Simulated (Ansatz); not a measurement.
**FH₇N₂Si (built from SMILES N.N[SiH2]F): a barrier at many levels of theory, part 1 of 2**

How high is the barrier of this step (Si1–N7 formed, F2–H6 formed, Si1–F2 broken, H6–N7 broken), and how far do cheaper methods land from CCSD(T)?

Program: Ansatz 0.2.0, Gaussian basis. Level of theory: single points in def2-TZVPP on PBE0-D4/def2-TZVP structures. These are calculated values, not measurements.

Levels: SPW92, PBE-D4, BLYP-D4, r2SCAN-D4, B97M-V, PBE0-D4, B3LYP-D4, r2SCAN0-D4, BHLYP-D4, CAM-B3LYP-D4, wB97X-V, wB97M-V, B2PLYP, PBE-QIDH, RPA on PBE, Hartree-Fock, MP2, CCSD, CCSD(T). The reference is CCSD(T) at the basis limit, from triple and quadruple zeta. Zero-point energies come from PBE0-D4 vibrations.

Cores are frozen in the correlated methods. B3LYP uses VWN-RPA correlation. B2PLYP carries no dispersion term here.

23 further runs of the same task are left out: 23 set aside as unsound or not needed.

**1. The three structures**

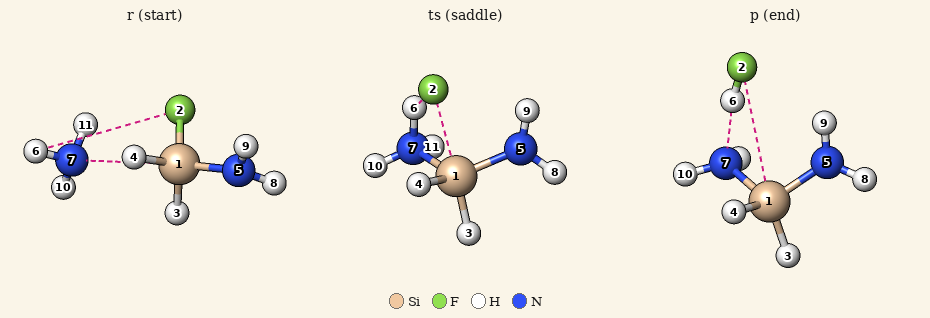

Start, saddle and end (silicon light orange, fluorine green, hydrogen white, nitrogen blue); broken lines mark the pairs that change.

Charge 0, multiplicity 1. The folders r, ts and p hold the start, the saddle and the end; their coordinates stand in the first inputs.

```tsv
pair	r (Å)	ts (Å)	p (Å)
Si1–N7	3.009	1.851	1.753
F2–H6	3.632	1.259	0.963
Si1–F2	1.613	2.197	3.314
H6–N7	1.012	1.172	1.667
```

**2. wB97M-V/def2-TZVPP**

Contents of r/in.yaml:

```yaml
crystal:
  periodic: [false, false, false]
  atoms:
    - {symbol: Si, position_ang: [0.310637, 0.244160, -0.643660]}
    - {symbol: F, position_ang: [0.208774, 1.386364, 0.491274]}
    - {symbol: H, position_ang: [-1.064630, -0.157070, -0.995834]}
    - {symbol: H, position_ang: [1.218332, -0.803984, -0.139838]}
    - {symbol: N, position_ang: [1.017379, 0.838809, -2.079303]}
    - {symbol: H, position_ang: [-0.453457, -1.653703, 2.365936]}
    - {symbol: N, position_ang: [-0.951892, -0.980027, 1.798015]}
    - {symbol: H, position_ang: [0.503229, 1.431935, -2.709792]}
    - {symbol: H, position_ang: [2.008024, 1.005816, -2.145589]}
    - {symbol: H, position_ang: [-1.931281, -1.235837, 1.811349]}
    - {symbol: H, position_ang: [-0.865016, -0.076461, 2.247342]}
basis:
  gaussian: {orbitals: def2-TZVPP}
hamiltonian: {xc: {name: wB97M-V}}
```

Contents of ts/in.yaml:

```yaml
crystal:
  periodic: [false, false, false]
  atoms:
    - {symbol: Si, position_ang: [0.047489, -0.473729, -0.499104]}
    - {symbol: F, position_ang: [1.446747, 0.231965, 1.040929]}
    - {symbol: H, position_ang: [-1.109528, -0.884362, -1.364714]}
    - {symbol: H, position_ang: [0.904469, -1.673392, -0.412981]}
    - {symbol: N, position_ang: [0.457847, 1.008239, -1.202767]}
    - {symbol: H, position_ang: [0.286257, 0.056859, 1.496096]}
    - {symbol: N, position_ang: [-0.773554, -0.305014, 1.151669]}
    - {symbol: H, position_ang: [0.079775, 1.296616, -2.087287]}
    - {symbol: H, position_ang: [1.259063, 1.526605, -0.887102]}
    - {symbol: H, position_ang: [-1.085883, -1.169315, 1.576556]}
    - {symbol: H, position_ang: [-1.512582, 0.385531, 1.188605]}
basis:
  gaussian: {orbitals: def2-TZVPP}
hamiltonian: {xc: {name: wB97M-V}}
```

Contents of p/in.yaml:

```yaml
crystal:
  periodic: [false, false, false]
  atoms:
    - {symbol: Si, position_ang: [-0.282779, -0.581963, -0.700133]}
    - {symbol: F, position_ang: [1.512991, 0.818725, 1.706739]}
    - {symbol: H, position_ang: [-1.438294, -0.823650, -1.605535]}
    - {symbol: H, position_ang: [0.583943, -1.791862, -0.693754]}
    - {symbol: N, position_ang: [0.405009, 0.895409, -1.178122]}
    - {symbol: H, position_ang: [0.682503, 0.356794, 1.549085]}
    - {symbol: N, position_ang: [-0.697280, -0.396080, 0.993426]}
    - {symbol: H, position_ang: [0.339845, 1.235346, -2.121405]}
    - {symbol: H, position_ang: [1.180706, 1.286993, -0.665353]}
    - {symbol: H, position_ang: [-0.840073, -1.251786, 1.513778]}
    - {symbol: H, position_ang: [-1.446470, 0.252073, 1.201173]}
basis:
  gaussian: {orbitals: def2-TZVPP}
hamiltonian: {xc: {name: wB97M-V}}
```

The command line of these runs was not kept.

Log of r, shortened:

```text
Functional definition: wB97M-V
  name "wB97M-V"
  cite "Mardirossian & Head-Gordon, J. Chem. Phys. 144, 214110 (2016) doi:10.1063/1.4952647"
  cite "Becke, J. Chem. Phys. 107, 8554 (1997) doi:10.1063/1.475007"
  cite "Vydrov & Van Voorhis, J. Chem. Phys. 133, 244103 (2010) doi:10.1063/1.3521275"
  # Of w^i u^j: cxij and so on, Table III.
[...]
  gx(w, u) = 1 - cx + cx01*u + cx10*w
  gss(w, u) = css00 + css04*u^4 + css10*w + css20*w^2 + css43*w^4*u^3
  gos(w, u) = cos00 + cos10*w + (cos20 + cos21*u)*w^2 + (cos60 + cos61*u)*w^6
[...]
      + integral(e_c_pw_mod_opposite_spin*gos(b97_w_opposite, b97_u_opposite)) + vv10(b, c)
1170 factors; their error is unknown
286 factors; integrals over basis functions are off by at most 1.0e-5 eV
[...]
mean field -13691.54682560 eV, -503.1550653769 hartree, gradient 1.1e-5 eV, S^2 0.000000; 0 other end points of the search recorded, 0 dependent functions left out
reference -13691.54687586 eV, -503.1550672242 hartree; 22, 22 occupied and 211, 211 virtual orbitals, 1170 factors
Total energy: -13691.54687586 eV, -503.1550672242 hartree
```

Output in ts, shortened:

```text
[... 5 set-up lines as earlier in the session ...]
  # Of w^i u^j: cxij and so on, Table III.
[...]
  gx(w, u) = 1 - cx + cx01*u + cx10*w
  gss(w, u) = css00 + css04*u^4 + css10*w + css20*w^2 + css43*w^4*u^3
  gos(w, u) = cos00 + cos10*w + (cos20 + cos21*u)*w^2 + (cos60 + cos61*u)*w^6
[...]
      + integral(e_c_pw_mod_opposite_spin*gos(b97_w_opposite, b97_u_opposite)) + vv10(b, c)
1170 factors; their error is unknown
286 factors; integrals over basis functions are off by at most 9.9e-6 eV
[...]
mean field -13690.35952246 eV, -503.1114327914 hartree, gradient 1.7e-5 eV, S^2 0.000000; 0 other end points of the search recorded, 0 dependent functions left out
reference -13690.35956878 eV, -503.1114344935 hartree; 22, 22 occupied and 211, 211 virtual orbitals, 1170 factors
Total energy: -13690.35956878 eV, -503.1114344935 hartree
```

p printed, shortened:

```text
[... 5 set-up lines as earlier in the session ...]
  # Of w^i u^j: cxij and so on, Table III.
[...]
  gx(w, u) = 1 - cx + cx01*u + cx10*w
  gss(w, u) = css00 + css04*u^4 + css10*w + css20*w^2 + css43*w^4*u^3
  gos(w, u) = cos00 + cos10*w + (cos20 + cos21*u)*w^2 + (cos60 + cos61*u)*w^6
[...]
      + integral(e_c_pw_mod_opposite_spin*gos(b97_w_opposite, b97_u_opposite)) + vv10(b, c)
1170 factors; their error is unknown
286 factors; integrals over basis functions are off by at most 1.1e-5 eV
[...]
mean field -13690.91649892 eV, -503.1319012989 hartree, gradient 5.6e-5 eV, S^2 0.000000; 0 other end points of the search recorded, 0 dependent functions left out
reference -13690.91654495 eV, -503.1319029902 hartree; 22, 22 occupied and 211, 211 virtual orbitals, 1170 factors
Total energy: -13690.91654495 eV, -503.1319029902 hartree
```

Times: 5.5 s (r), 6.5 s (ts), 5.5 s (p) on 4 threads, shared host; peak memory 0.56 GiB.

Barrier 27.4 kcal/mol; end less start +14.5 kcal/mol.

**3. CCSD(T)/def2-TZVPP**

The same edit goes into each in.yaml of step 2 (r, ts, p):

```diff
-hamiltonian: {xc: {name: wB97M-V}}
+correlation: {method: ccsd_t}
```

Output in r, shortened:

```text
Functional definition: HF
  name "HF"
  cite "Fock, Z. Phys. 61, 126 (1930) doi:10.1007/BF01340294"
  parent pbe
[...]
1357 factors; integrals over basis functions are off by at most 1.3e-3 eV
[...]
mean field -13648.05883904 eV, -501.5569113483 hartree, gradient 2.1e-6 eV, S^2 0.000000; 0 other end points of the search recorded, 0 dependent functions left out
8 core orbitals not correlated: weight in the atoms' cores, before any rotation towards them, 1.000 or more for the frozen orbitals, at most 0.000 for the correlated occupied ones
reference -13648.05883904 eV, -501.5569113483 hartree; 14, 14 occupied and 211, 211 virtual orbitals, 1357 factors
second order -22.62145999 eV of doubles, -0.00000000 eV of singles
cycle   1  -23.00537432 eV  change   -3.8e-1 eV  update   8.9e-2
[...]
cycle   9  -23.57893501 eV  change   -6.1e-6 eV  update   1.6e-5
perturbative correction -0.74024546 eV, -0.0272035190 hartree
Total energy: -13672.37801952 eV, -502.4506247466 hartree
```

Output in ts, shortened:

```text
[... 4 set-up lines as earlier in the session ...]
[...]
1365 factors; integrals over basis functions are off by at most 1.1e-3 eV
[...]
mean field -13646.25474899 eV, -501.4906122618 hartree, gradient 7.5e-6 eV, S^2 0.000000; 0 other end points of the search recorded, 0 dependent functions left out
8 core orbitals not correlated: weight in the atoms' cores, before any rotation towards them, 1.000 or more for the frozen orbitals, at most 0.000 for the correlated occupied ones
reference -13646.25474899 eV, -501.4906122618 hartree; 14, 14 occupied and 211, 211 virtual orbitals, 1365 factors
second order -23.21918606 eV of doubles, -0.00000000 eV of singles
cycle   1  -23.41837474 eV  change   -2.0e-1 eV  update   9.8e-2
[...]
cycle   9  -24.03133483 eV  change    1.2e-5 eV  update   2.4e-5
perturbative correction -0.82794936 eV, -0.0304265778 hartree
Total energy: -13671.11403318 eV, -502.4041741056 hartree
```

Output in p, shortened:

```text
[... 4 set-up lines as earlier in the session ...]
[...]
1365 factors; integrals over basis functions are off by at most 9.4e-4 eV
[...]
mean field -13647.21759447 eV, -501.5259961804 hartree, gradient 2.2e-6 eV, S^2 0.000000; 0 other end points of the search recorded, 0 dependent functions left out
8 core orbitals not correlated: weight in the atoms' cores, before any rotation towards them, 1.000 or more for the frozen orbitals, at most 0.000 for the correlated occupied ones
reference -13647.21759447 eV, -501.5259961804 hartree; 14, 14 occupied and 211, 211 virtual orbitals, 1365 factors
second order -22.87837393 eV of doubles, -0.00000000 eV of singles
cycle   1  -23.20584642 eV  change   -3.3e-1 eV  update   8.7e-2
[...]
cycle   9  -23.76903177 eV  change   -5.6e-6 eV  update   2.0e-5
perturbative correction -0.77383503 eV, -0.0284379129 hartree
Total energy: -13671.76046127 eV, -502.4279298994 hartree
```

Wall times: 92 s (r), 93 s (ts), 94 s (p) on 4 threads, shared host; peak memory 4.2 GiB.

Barrier 29.1 kcal/mol; end less start +14.2 kcal/mol.

**4. MP2/def2-QZVPP**

Each input of step 3 (r, ts, p) changes in the same lines:

```diff
-  gaussian: {orbitals: def2-TZVPP}
-correlation: {method: ccsd_t}
+  gaussian: {orbitals: "def2-QZVPP.json"}
+correlation: {method: mp2}
```

The basis file named in the input lies beside it (Basis Set Exchange, JSON).

Log of r:

```text
[... 4 set-up lines as earlier in the session ...]
  exchange = exact_x
  correlation = 0
2677 factors; integrals over basis functions are off by at most 1.1e-3 eV
mean field evaluation 1: about -13643.4455 eV, gradient 5.1e1 eV
mean field evaluation 2: about -13643.5374 eV, gradient 5.2e1 eV
mean field evaluation 4: about -13648.5681 eV, gradient 3.1e0 eV
mean field evaluation 8: about -13648.6106 eV, gradient 2.5e-1 eV
mean field -13648.61080918 eV, -501.5771958767 hartree, gradient 2.7e-6 eV, S^2 0.000000; 0 other end points of the search recorded, 0 dependent functions left out
8 core orbitals not correlated: weight in the atoms' cores, before any rotation towards them, 1.000 or more for the frozen orbitals, at most 0.000 for the correlated occupied ones
reference -13648.61080918 eV, -501.5771958767 hartree; 14, 14 occupied and 429, 429 virtual orbitals, 2677 factors
second order -24.44450191 eV of doubles, -0.00000000 eV of singles
Total energy: -13673.05531109 eV, -502.4755147526 hartree
```

Log of ts:

```text
[... 6 set-up lines as earlier in the session ...]
2691 factors; integrals over basis functions are off by at most 7.8e-4 eV
mean field evaluation 1: about -13641.8756 eV, gradient 5.0e1 eV
mean field evaluation 2: about -13641.9725 eV, gradient 5.0e1 eV
mean field evaluation 4: about -13646.7383 eV, gradient 3.6e0 eV
mean field evaluation 8: about -13646.7865 eV, gradient 3.1e-1 eV
mean field -13646.78671931 eV, -501.5101618105 hartree, gradient 8.3e-7 eV, S^2 0.000000; 0 other end points of the search recorded, 0 dependent functions left out
8 core orbitals not correlated: weight in the atoms' cores, before any rotation towards them, 1.000 or more for the frozen orbitals, at most 0.000 for the correlated occupied ones
reference -13646.78671931 eV, -501.5101618105 hartree; 14, 14 occupied and 429, 429 virtual orbitals, 2691 factors
second order -25.06516278 eV of doubles, -0.00000000 eV of singles
Total energy: -13671.85188209 eV, -502.4312895529 hartree
```

Output in p:

```text
[... 6 set-up lines as earlier in the session ...]
2686 factors; integrals over basis functions are off by at most 8.6e-4 eV
mean field evaluation 1: about -13642.8092 eV, gradient 5.0e1 eV
mean field evaluation 2: about -13642.8898 eV, gradient 5.0e1 eV
mean field evaluation 4: about -13647.7100 eV, gradient 3.2e0 eV
mean field evaluation 8: about -13647.7539 eV, gradient 2.2e-1 eV
mean field -13647.75404860 eV, -501.5457105061 hartree, gradient 2.8e-6 eV, S^2 0.000000; 0 other end points of the search recorded, 0 dependent functions left out
8 core orbitals not correlated: weight in the atoms' cores, before any rotation towards them, 1.000 or more for the frozen orbitals, at most 0.000 for the correlated occupied ones
reference -13647.75404860 eV, -501.5457105061 hartree; 14, 14 occupied and 429, 429 virtual orbitals, 2686 factors
second order -24.71599993 eV of doubles, -0.00000000 eV of singles
Total energy: -13672.47004853 eV, -502.4540067504 hartree
```

Wall times: 15 s (r), 17 s (ts), 16 s (p) on 4 threads, shared host; peak memory 2.5 GiB.

This gives 27.8 kcal/mol for the barrier and +13.5 kcal/mol for the step.

(Continued in part 2 of 2.)
